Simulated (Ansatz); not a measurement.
**CCSDTQ/STO-3G run of CH3F (fluoromethane)**

What is the energy change on altering one bond length of CH3F (fluoromethane) at CCSDTQ/STO-3G? 

The results are computed with Ansatz 0.2.0.

55 further runs of the same task are left out: 3 that didn't finish, 52 set aside as unsound or not needed.

### Step 1. Starting point

The species is CH3F (5 atoms), meant as a singlet with charge 0. SMILES: `CF`. The coordinates come from a PBE0-D4/def2-TZVP relaxation.

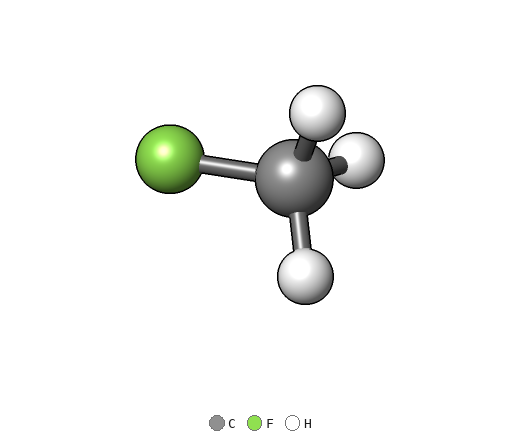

Viewed from a chosen angle; carbon grey, fluorine green, hydrogen white.

### Step 2. The energy at CCSDTQ/STO-3G

molecule.yaml reads:

```yaml
crystal:
  periodic: [false, false, false]
  atoms:
    - {symbol: C, position_ang: [-0.050700, 0.032900, 0.007800]}
    - {symbol: F, position_ang: [1.094100, -0.710500, -0.168600]}
    - {symbol: H, position_ang: [-0.918700, -0.626900, -0.058000]}
    - {symbol: H, position_ang: [-0.104800, 0.796000, -0.772000]}
    - {symbol: H, position_ang: [-0.019800, 0.508500, 0.990700]}
basis:
  gaussian: {orbitals: STO-3G}
scf: {omitted_lower_state_checks: [cluster_reference, increment]}
correlation: {method: ccsdtq, frozen_orbitals: {C: 1, F: 1, H: 0}}
accuracy: high
```

Launch:

```
ansatz run molecule.yaml --threads 1 --pin off --max-ram 2610MiB --events-out events.jsonl --progress --plain --runs-dir runs
```

What it wrote, shortened:

```text
Warning: RAYON_NUM_THREADS=1 ignored (pool sized by the plan → 1); use --threads N
Functional definition: HF
  name "HF"
[...]
206 factors; integrals over basis functions are off by at most 2.5e-8 eV
[...]
mean field -3732.54276126 eV, -137.1684164678 hartree, gradient 2.7e-8 eV, S^2 0.000000; 0 other end points of the search recorded, 0 dependent functions left out
2 core orbitals not correlated: weight in the atoms' cores, before any rotation towards them, 1.000 or more for the frozen orbitals, at most 0.000 for the correlated occupied ones
reference -3732.54276126 eV, -137.1684164678 hartree; 7, 7 occupied and 4, 4 virtual orbitals, 206 factors
second order -1.84472789 eV of doubles, -0.00000000 eV of singles
cycle   1  -2.29309022 eV  change   -4.5e-1 eV  update   5.2e-2
[...]
cycle  21  -2.56758668 eV  change   -1.4e-9 eV  update   1.0e-9
Total energy: -3735.11034794 eV, -137.2627735381 hartree
Checks for a lower state left out: cluster_reference, increment
```

It took 2.6 s on 1 thread of Arm Neoverse V1, shared host; peak memory 0.1 GiB.

### Step 3. The distorted shape, same level

in.yaml reads:

```yaml
basis:
  gaussian:
    orbitals: STO-3G
crystal:
  periodic: [false, false, false]
  atoms:
    - symbol: C
      position_ang: [-0.037175, -0.157876, 0.202751]
    - symbol: F
      position_ang: [1.107625, -0.901276, 0.026351]
    - symbol: H
      position_ang: [-0.905175, -0.817676, 0.136951]
    - symbol: H
      position_ang: [-0.104800, 0.796000, -0.772000]
    - symbol: H
      position_ang: [-0.006275, 0.317724, 1.185651]
correlation:
  method: ccsdtq
  frozen_orbitals: {C: 1, F: 1, H: 0}
accuracy: high
scf:
  omitted_lower_state_checks: [cluster_reference, increment]
```

Launch:

```
ansatz run in.yaml --threads 1 --pin off --max-ram 2610MiB --events-out events.jsonl --progress --plain --runs-dir runs
```

What it wrote, shortened:

```text
Warning: RAYON_NUM_THREADS=1 ignored (pool sized by the plan → 1); use --threads N
Functional definition: HF
  name "HF"
[...]
206 factors; integrals over basis functions are off by at most 2.5e-8 eV
[...]
mean field -3731.43940328 eV, -137.1278688099 hartree, gradient 1.3e-8 eV, S^2 0.000000; 0 other end points of the search recorded, 0 dependent functions left out
2 core orbitals not correlated: weight in the atoms' cores, before any rotation towards them, 1.000 or more for the frozen orbitals, at most 0.000 for the correlated occupied ones
reference -3731.43940328 eV, -137.1278688099 hartree; 7, 7 occupied and 4, 4 virtual orbitals, 206 factors
second order -2.09868301 eV of doubles, -0.00000000 eV of singles
cycle   1  -2.61274879 eV  change   -5.1e-1 eV  update   6.2e-2
[...]
cycle  23  -2.96292971 eV  change  -3.6e-10 eV  update   1.6e-9
Total energy: -3734.40233299 eV, -137.2367544685 hartree
Checks for a lower state left out: cluster_reference, increment
```

Wall time 2.7 s (1 thread of Arm Neoverse V1, shared host); peak memory 0.1 GiB.

### Step 4. What came out

Level: CCSDTQ/STO-3G, 2 core orbitals frozen.

| quantity | value |
| --- | --- |
| first shape: total energy | -137.26277 Eh |
| first shape: correlation energy (2 core orbitals frozen) | -94.4 mEh |
| first shape: T1 diagnostic | 0.006 |
| distorted shape: total energy | -137.23675 Eh |
| distorted shape: correlation energy (2 core orbitals frozen) | -108.9 mEh |
| distorted shape: T1 diagnostic | 0.007 |
| energy change with the C1–H4 bond stretched from 1.092 to 1.366 Å | 0.708 eV |

With the C1–H4 bond stretched from 1.092 to 1.366 Å the energy rises by 0.71 eV (16.3 kcal/mol). The first shape isn't relaxed at this level, so the change isn't measured from a minimum. The minimal basis adds a large error of its own.
